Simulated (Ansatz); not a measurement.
SiAsH6: several calculations on one system

### Relaxation

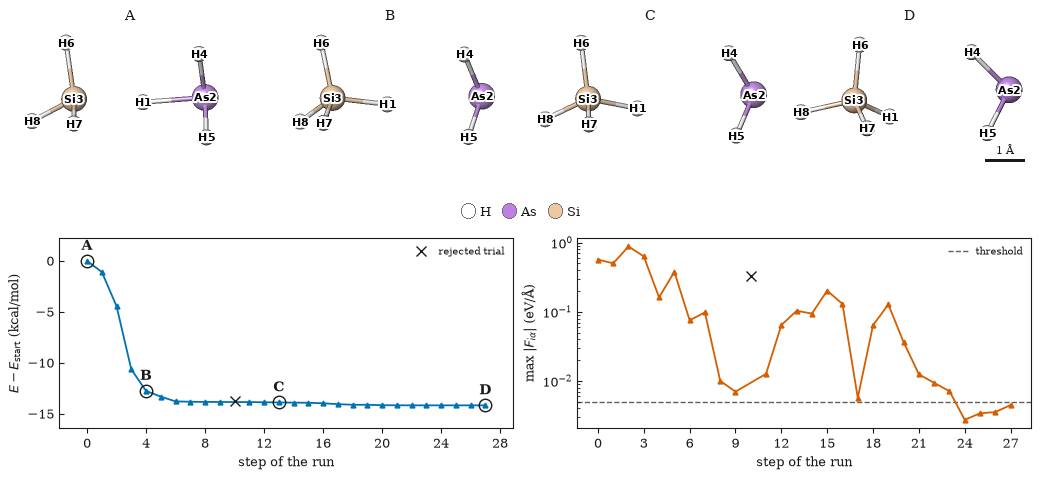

Frames of a relaxation of SiAsH6 (multiplicity 2) (started from a transition state, displaced along its imaginary mode), marked on the history of the run. A ball-and-stick model, seen face on.

Level of theory: Ansatz 0.2.0, UKS PBE0-D4/def2-TZVP. Set-up: force threshold 0.005 eV/Å; at most 200 steps.

What happens along the run?

Answer. H1 moves most after the best rigid fit: 1.18 Å. By element the largest moves are H 1.18 Å, As 0.80 Å, Si 0.13 Å. Some distances before and after: H1–As2 1.638 → 3.452 Å, As2–Si3 3.457 → 4.071 Å, H1–Si3 1.879 → 1.485 Å, Si3–H8 1.522 → 1.485 Å. New bonds form, among them: H1–Si3 (1.88 → 1.49 Å). Bonds break, among them: H1–As2 (1.64 → 3.45 Å). The energy falls by 14.2 kcal/mol in 26 accepted moves (27 points after the start). Largest force component: 0.57 eV/Å at the start, 0.0045 eV/Å at the end. The line search rejected the trial step at point 10 of the run. Cost: 61 s on 4 threads of Arm Neoverse V1, with other jobs on the host. From step 0 to 4: H1 moves most (0.47 Å), energy −12.8 kcal/mol. From step 4 to 13: H1 moves most (0.52 Å), energy −1.13 kcal/mol. From step 13 to 27: H1 moves most (0.56 Å), energy −0.29 kcal/mol.

| step | E − E(0), kcal/mol | largest force component, eV/Å | note |
| --- | --- | --- | --- |
| 0 | 0.00 | 0.5706 |  |
| 1 | -1.08 | 0.5023 |  |
| 2 | -4.44 | 0.8816 |  |
| 3 | -10.63 | 0.6333 |  |
| 4 | -12.75 | 0.1618 |  |
| 5 | -13.31 | 0.3786 |  |
| 6 | -13.78 | 0.0755 |  |
| 7 | -13.82 | 0.0980 |  |
| 8 | -13.83 | 0.0100 |  |
| 9 | -13.84 | 0.0070 |  |
| 10 | -13.71 | 0.3324 | rejected |
| 11 | -13.85 | 0.0127 |  |
| 12 | -13.87 | 0.0643 |  |
| 13 | -13.88 | 0.1035 |  |
| 14 | -13.90 | 0.0943 |  |
| 15 | -13.91 | 0.2022 |  |
| 16 | -13.96 | 0.1299 |  |
| 17 | -14.05 | 0.0057 |  |
| 18 | -14.11 | 0.0641 |  |
| 19 | -14.11 | 0.1277 |  |
| 20 | -14.15 | 0.0363 |  |
| 21 | -14.16 | 0.0125 |  |
| 22 | -14.17 | 0.0094 |  |
| 23 | -14.17 | 0.0071 |  |
| 24 | -14.17 | 0.0027 |  |
| 25 | -14.17 | 0.0034 |  |
| 26 | -14.17 | 0.0035 |  |
| 27 | -14.17 | 0.0045 |  |

### Relaxation

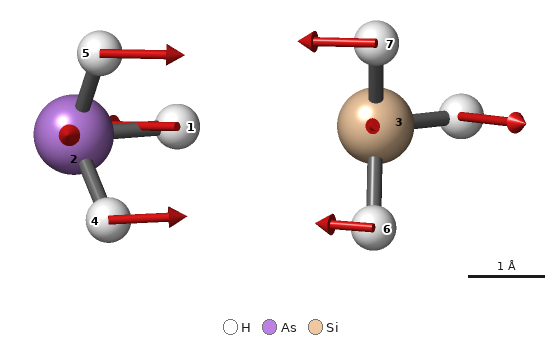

A relaxation of SiAsH6 (multiplicity 2) (started from a transition state, displaced along its imaginary mode). The starting structure is drawn; red arrows show the displacements, 5 times their true length. The two geometries are superimposed by the best rigid fit.

A ball-and-stick model, seen at a tilt.

Level of theory: UKS PBE0-D4/def2-TZVP in Ansatz 0.2.0.

The input:
```yaml
crystal:
  periodic: [false, false, false]
  atoms:
    - {symbol: H, position_ang: [-0.941113, -0.157616, -0.709030]}
    - {symbol: As, position_ang: [-1.908711, 0.927560, -1.121069]}
    - {symbol: Si, position_ang: [1.135501, -1.106402, 0.565742]}
    - {symbol: H, position_ang: [-1.919017, 1.536295, 0.284705]}
    - {symbol: H, position_ang: [-0.769510, 1.853264, -1.568115]}
    - {symbol: H, position_ang: [0.547999, -0.584126, 1.845664]}
    - {symbol: H, position_ang: [2.014288, -0.072080, -0.062268]}
    - {symbol: H, position_ang: [1.840564, -2.396894, 0.764272]}
basis:
  gaussian: {orbitals: def2-TZVP}
magnetization: {spin_polarized: true, initial_magnetization: 1}
hamiltonian: {xc: pbe0, dispersion: d4}
relax: {f_tol: 0.005, max_steps: 200}
```

Command:
```bash
ansatz run in.yaml --threads 4 --pin off --events-out ev --progress --plain --max-ram 9574MiB
```

Which element moves most?

Answer. Hydrogen: up to 0.29 Å, against 0.14 Å for arsenic.

Describe the change and its energy.

Answer. After 14 accepted moves (16 points after the start) the energy has fallen by 0.35 kcal/mol. The largest force component goes from 0.52 to 0.0038 eV/Å. The line search rejected the trial steps at points 5, 6 of the run. The forces were under the threshold at step 11, but the run went on from there. The largest move after the best rigid fit is that of H8, 0.29 Å. Largest moves by element: H 0.29 Å, As 0.14 Å, Si 0.04 Å. Some distances before and after: H1–As2 1.511 → 1.528 Å, Si3–H6 1.502 → 1.486 Å, As2–H4 1.532 → 1.522 Å. The run took 38 s on 4 threads of Arm Neoverse V1 (shared host).

Limits of the set-up: the start holds two separate molecules, 2.6 Å apart at their closest, whose relative position is a soft coordinate.

### Reaction

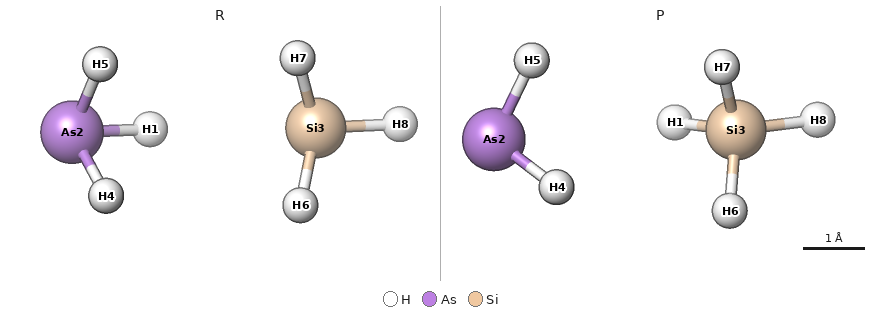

Reactant (R) and product (P) of one elementary step of SiAsH$_{6}$ (multiplicity 2). The picture is a ball-and-stick view, seen at a tilt.

Stationary points at PBE0-D4/def2-TZVP, single-point energies with CCSD(T)/CBS, RPA@PBE, BHLYP-D4, CCSD(T), BLYP-D4, r2SCAN0-D4 (def2-TZVPP where no basis is named; Ansatz 0.2.0). The energies are electronic, without zero-point or thermal terms, and both ends are the minima reached downhill from the saddle, with any fragments still in contact. CCSD(T)/CBS stands for a frozen-core estimate: MP2 correlation extrapolated from def2-TZVPP and def2-QZVPP, CCSD(T) minus MP2 from the smaller set.

R:
```xyz
8

H    -1.1565   -0.2586   -0.8532
As   -1.8917    1.0611   -1.0839
Si    1.1096   -1.1354    0.5469
H    -1.7480    1.4543    0.3793
H    -0.5987    1.7720   -1.4564
H     0.4242   -0.5803    1.7423
H     1.8300   -0.0726   -0.2005
H     2.0311   -2.2404    0.9253
```

P:
```xyz
8

H    -0.2065   -1.3766   -0.5193
As   -2.0731    1.4881   -0.9909
Si    0.8500   -0.9594    0.4378
H    -1.4725    1.5561    0.4115
H    -0.7036    1.7548   -1.6098
H     0.2220   -0.5493    1.7190
H     1.6096    0.1827   -0.1303
H     1.7740   -2.0964    0.6818
```

What is the transition state like, and how high is the barrier?

Answer. Counted by bonded pieces, R holds AsH₃ + SiH₃ and P holds AsH₂ + SiH₄. From R over the saddle to P, a bond forms: H1–Si3 (2.80 → 2.25 → 1.49 Å). A bond breaks: H1–As2 (1.53 → 1.57 → 3.45 Å). The saddle has one imaginary mode, 113i cm⁻¹. With CCSD(T)/CBS the barrier is 0.09 eV from R and 0.82 eV from P, and P lies 0.73 eV below R. By Pauling bond orders of the changing bonds the saddle lies closer to R, the higher end, as Hammond's postulate suggests.

```csv
level,barrier from R (eV),barrier from P (eV),P less R (eV)
CCSD(T)/CBS,0.09,0.82,−0.73
RPA@PBE,0.11,0.84,−0.73
BHLYP-D4,0.07,0.86,−0.80
CCSD(T),0.10,0.83,−0.73
BLYP-D4,−0.03,0.61,−0.64
r2SCAN0-D4,0.03,0.70,−0.67
```

Against CCSD(T)/CBS, CCSD(T) comes closest on the barrier from R (+0.01 eV) and BLYP-D4 misses most (−0.12 eV).

Saddle geometry:

```xyz
8

H    -0.7845   -0.2223   -0.5673
As   -1.8485    0.8268   -1.0522
Si    1.0217   -0.9787    0.5320
H    -1.7774    1.5664    0.2765
H    -0.7606    1.7045   -1.6549
H     0.5166   -0.6359    1.8867
H     1.9671    0.0593    0.0461
H     1.6655   -2.3201    0.5331
```

The saddle point in the same view, with dashed sticks for the bonds that form or break:

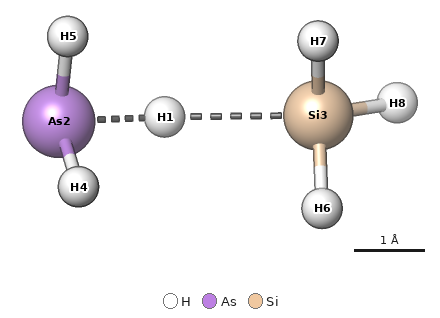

Limits of the set-up: the start holds two separate molecules, 2.8 Å apart at their closest, whose relative position is a soft coordinate.
